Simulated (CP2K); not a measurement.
**C2H7NSi (SMILES C=C[SiH2]N) at PM6**

What is the energy change on altering one bond length of C2H7NSi at PM6? 

The results are computed with CP2K 2026.2.

5 further runs of the same task are left out: 2 that didn't finish, 3 set aside as unsound or not needed. Runs told in other sessions of the task aren't counted.

### Step 1. The molecule

The species is C2H7NSi (11 atoms), meant as a singlet with charge 0. As SMILES, `C=C[SiH2]N`. The coordinates come from a PBE0-D4/def2-TZVP relaxation. This is one conformer, not always the lowest.

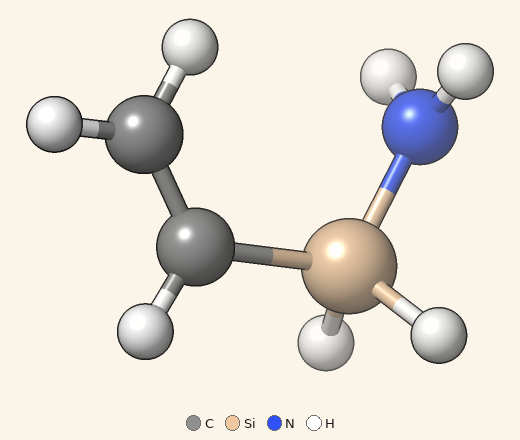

Viewed from a chosen angle; carbon grey, silicon light orange, nitrogen blue, hydrogen white.

### Step 2. The energy at PM6

calc.inp

```
&global
  project_name calc
  run_type ENERGY
  print_level MEDIUM
&end global
&force_eval
  method QS
  &dft
    charge 0
    multiplicity 1
    &qs
      method PM6
      eps_default 1.0E-10
      &se
        &coulomb
          cutoff [angstrom] 50
          rc_range [angstrom] 0
        &end coulomb
        &exchange
          cutoff [angstrom] 50
          rc_range [angstrom] 0
        &end exchange
      &end se
    &end qs
    &poisson
      periodic NONE
      poisson_solver ANALYTIC
    &end poisson
    &scf
      scf_guess ATOMIC
      eps_scf 1.0E-06
      max_scf 150
      &diagonalization
        algorithm STANDARD
      &end diagonalization
      &mixing
        method DIRECT_P_MIXING
        alpha 0.4
      &end mixing
    &end scf
    &print
      &moments
        periodic F
        reference COM
        max_moment 1
      &end moments
      &mo ON
        energies T
        occupation_numbers T
        ndigits 6
        &each
          qs_scf 0
        &end each
        add_last NUMERIC
      &end mo
      &hirshfeld OFF
      &end hirshfeld
    &end print
  &end dft
  &subsys
    &cell
      abc [angstrom] 19.1 20.4 19.7
      periodic NONE
    &end cell
    &coord
      C     -0.676100     1.337000    -0.945000
      C      0.089300     1.208600     0.135100
      Si     0.596500    -0.444500     0.832600
      N      0.002900    -1.803700    -0.028600
      H     -0.967100     2.304600    -1.344700
      H     -1.046800     0.465600    -1.479100
      H      0.433000     2.116700     0.631600
      H      0.099500    -0.536600     2.232600
      H      2.083200    -0.516700     0.836000
      H      0.404900    -2.086000    -0.906300
      H     -0.953800    -2.102100     0.056300
    &end coord
    &topology
      &center_coordinates
      &end center_coordinates
    &end topology
  &end subsys
&end force_eval
```

Launch:

```sh
$ OMP_NUM_THREADS=1 cp2k.psmp calc.inp > calc.out
```

Log:

```text
CP2K| version string:                                       CP2K version 2026.2
[...]
 GLOBAL| Method name                                                        CP2K
[...]
 GLOBAL| Run type                                                         ENERGY
[...]
                             - Atoms:                                         11
[...]
                             - Spherical basis functions:                     28
[...]
 Number of electrons:                                                         24
[...]
     1 P_Mix/Diag. 0.40E+00    0.0     0.79164161       -15.0079723361 -1.50E+01
[...]
    18 DIIS/Diag.  0.13E-06    0.0     0.00000064       -21.7854131218 -6.69E-12
  *** SCF run converged in    18 steps ***
  Core-core repulsion energy [eV]:                           1372.84805295691740
  Core Hamiltonian energy [eV]:                              -939.99921890397570
  Two-electron integral energy [eV]:                        -2051.32014596614545
  Electronic energy [eV]:                                   -1965.65929188704831
  Total energy [eV]:                                         -592.81123893013103
  Atomic reference energy [eV]:                               592.74843331010709
  Heat of formation [kcal/mol]:                                -1.44833211942542
[...]
 SE_DIPOLE| Moment [Debye]          1.05894458       0.34766556       1.50346840
 SE_DIPOLE| Derivative [a.u.]       0.00000000       0.00000000       0.00000000
 ENERGY| Total FORCE_EVAL ( QS ) energy [hartree]            -21.785413121769601
[...]
```

Run time: 0.26 s. Hardware: 1 thread of Arm Neoverse V1, shared host.

### Step 3. The distorted shape at the same level

qs.inp

```
&FORCE_EVAL
  METHOD Quickstep
  &DFT
    CHARGE 0
    MULTIPLICITY 1
    &QS
      METHOD PM6
      EPS_DEFAULT 1.0E-10
      &SE
        &COULOMB
          CUTOFF [angstrom] 50
          RC_RANGE [angstrom] 0
        &END
        &EXCHANGE
          CUTOFF [angstrom] 50
          RC_RANGE [angstrom] 0
        &END
      &END
    &END
    &POISSON
      PERIODIC NONE
      POISSON_SOLVER ANALYTIC
    &END
    &SCF
      SCF_GUESS ATOMIC
      EPS_SCF 1.0E-06
      MAX_SCF 150
      &DIAGONALIZATION
        ALGORITHM STANDARD
      &END
      &MIXING
        METHOD DIRECT_P_MIXING
        ALPHA 0.4
      &END
    &END
    &PRINT
      &MOMENTS
        PERIODIC F
        REFERENCE COM
        MAX_MOMENT 1
      &END
      &MO ON
        ENERGIES T
        OCCUPATION_NUMBERS T
        NDIGITS 6
        &EACH
          QS_SCF 0
        &END
        ADD_LAST NUMERIC
      &END
      &HIRSHFELD OFF
      &END
    &END
  &END
  &SUBSYS
    &CELL
      ABC [angstrom] 19.3 20.5 19.7
      PERIODIC NONE
    &END
    &COORD
      C     -0.389062     1.426529    -0.970473
      C      0.376338     1.298129     0.109627
      Si     0.883538    -0.354971     0.807127
      N      0.289938    -1.714171    -0.054073
      H     -0.680062     2.394129    -1.370173
      H     -0.759762     0.555129    -1.504573
      H      0.720038     2.206229     0.606127
      H      0.386538    -0.447071     2.207127
      H      2.370238    -0.427171     0.810527
      H      0.691938    -1.996471    -0.931773
      H     -0.953800    -2.102100     0.056300
    &END
    &TOPOLOGY
      &CENTER_COORDINATES
      &END
    &END
  &END
&END

&GLOBAL
  PROJECT qs
  RUN_TYPE ENERGY
  PRINT_LEVEL MEDIUM
&END
```

Launch:

```sh
$ OMP_NUM_THREADS=1 cp2k.psmp -i qs.inp -o qs.out
```

Log:

```text
CP2K| version string:                                       CP2K version 2026.2
[...]
 GLOBAL| Method name                                                        CP2K
[...]
 GLOBAL| Run type                                                         ENERGY
[...]
                             - Atoms:                                         11
[...]
                             - Spherical basis functions:                     28
[...]
 Number of electrons:                                                         24
[...]
     1 P_Mix/Diag. 0.40E+00    0.0     0.76574502       -15.1468666196 -1.51E+01
[...]
    17 DIIS/Diag.  0.22E-06    0.0     0.00000028       -21.7515293431 -5.90E-12
  *** SCF run converged in    17 steps ***
  Core-core repulsion energy [eV]:                           1358.84439143253348
  Core Hamiltonian energy [eV]:                              -938.04858018667051
  Two-electron integral energy [eV]:                        -2025.37005133561183
  Electronic energy [eV]:                                   -1950.73360585447654
  Total energy [eV]:                                         -591.88921442194294
  Atomic reference energy [eV]:                               592.74843331010709
  Heat of formation [kcal/mol]:                                19.81405983844532
[...]
 SE_DIPOLE| Moment [Debye]          1.58987374       0.61647241       1.49736733
 SE_DIPOLE| Derivative [a.u.]       0.00000000       0.00000000       0.00000000
 ENERGY| Total FORCE_EVAL ( QS ) energy [hartree]            -21.751529343089011
[...]
```

Run time: 0.26 s. Hardware: 1 thread of Arm Neoverse V1, shared host.

### Step 4. Summary of results

At PM6:

```
                                                          quantity          value
                                         first shape: total energy   -21.78541 Eh
                                        first shape: dipole moment         1.87 D
                                          first shape: HOMO energy       -9.91 eV
                                    first shape: heat of formation  -1.4 kcal/mol
                                     distorted shape: total energy   -21.75153 Eh
                                    distorted shape: dipole moment         2.27 D
                                      distorted shape: HOMO energy       -9.77 eV
                                distorted shape: heat of formation  19.8 kcal/mol
energy change with the N4–H11 bond stretched from 1.006 to 1.307 Å       0.922 eV
```

With the N4–H11 bond stretched from 1.006 to 1.307 Å the energy rises by 0.92 eV (89.0 kJ/mol). The first shape isn't relaxed at this level, so the change isn't measured from a minimum.
